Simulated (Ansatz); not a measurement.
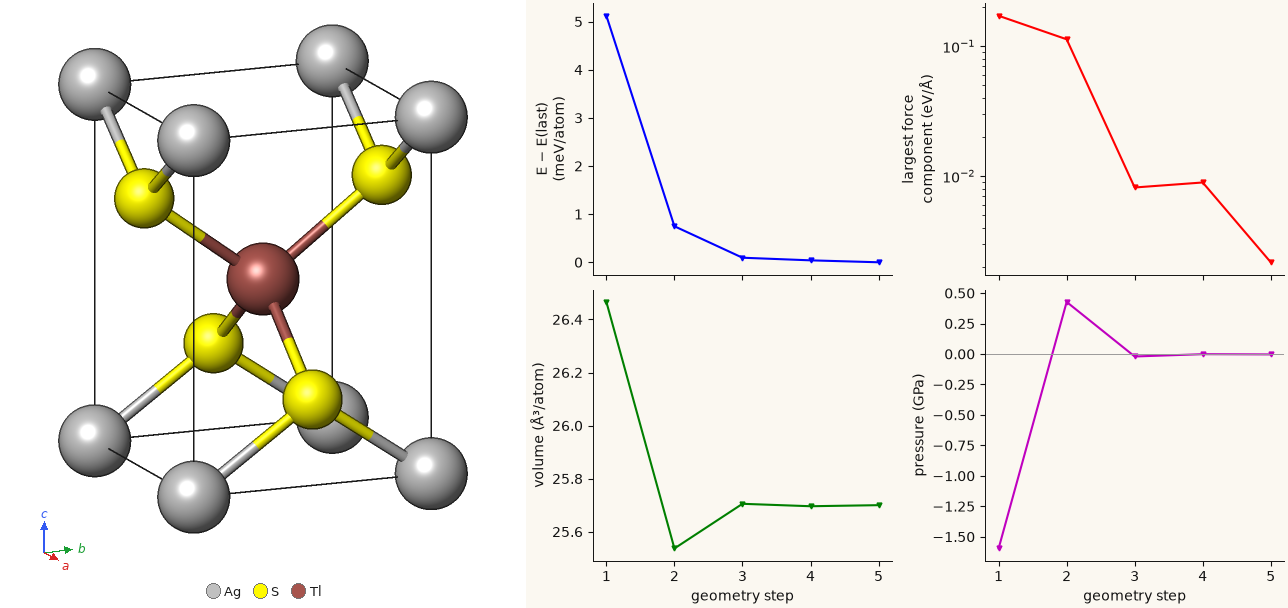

Beside the plot: the structure at the start.

History of a geometry optimisation. Atoms and cell relax. A closing SCF on a freshly chosen basis isn't drawn.

```
crystal:
  lattice:
    - [4.2030284627, 0.0, 0.0]
    - [0.0, 4.2030284627, 0.0]
    - [0.0, 0.0, 5.9926907501]
  atoms:
    - { symbol: Ag, position: [0.0, 0.0, 0.0] }
    - { symbol: S, position: [0.0, 0.5, 0.2408631092] }
    - { symbol: Tl, position: [0.5, 0.5, 0.5] }
    - { symbol: S, position: [0.5, 0.0, 0.7591368908] }
kpoints:
  mp_grid: { grid: [6, 6, 4] }
hamiltonian:
  xc: r2scan
scf:
  occupations: { method: fermi_dirac, width: 0.02 }
relax:
  f_tol: 0.005
  cell: {}
```

Launched with:
```bash
ansatz run input.yaml --threads 2 --pin off --max-ram 2211MiB --backend cpu --events-out ev --progress --plain --runs-dir out
```

How did it end, and what did it gain?

Answer. The optimisation met its thresholds at geometry 5, counting the start as the first. The energy fell by about 5.1 meV/atom from the first step to the last. The largest force component goes from about 0.17 eV/Å at the start to 2.2 × 10⁻³ eV/Å at the end.

What happens to the cell?

Answer. The volume shrinks from 26.47 to 25.70 Å³ per atom (−2.9 %), overshooting to 25.54 at step 2, as the pressure goes from −1.6 GPa to about 0 GPa. The start was expanded.
